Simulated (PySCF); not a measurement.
Molecule: In(Cl)(Br)(Vi), SMILES C=[CH][In]([Cl])[Br] (C2H3BrClIn). Atoms near the plane z = 1.0 Å, at the B3LYP/def2-SVP optimised geometry (x, y, z in Å): In1 (-0.1, -0.9, 0.0), Cl2 (-1.1, -3.1, 0.0), Br3 (2.4, -0.9, 0.0), C4 (-1.3, 0.9, 0.0), C5 (-0.7, 2.1, 0.0), H6 (-2.4, 0.9, 0.0), H7 (-1.2, 3.1, 0.0), H8 (0.4, 2.2, 0.0).

Method: B3LYP/def2-TZVP, def2 effective core potentials past Kr in PySCF. The core electrons that the potentials of In replace are not part of the density. The values are rescaled to run from 0 to 1.

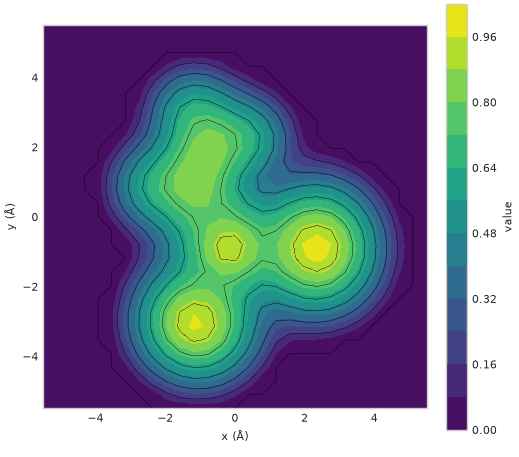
Figure: a field on the plane z = 1.0 Å.

Problem. Which quantity is mapped?
A. electrostatic potential
B. an orbital amplitude
C. log10 of the electron density
D. electron localisation function

Solution. C, log10 of the electron density. In full: log10 of the electron density (e/bohr³), floored at −4.
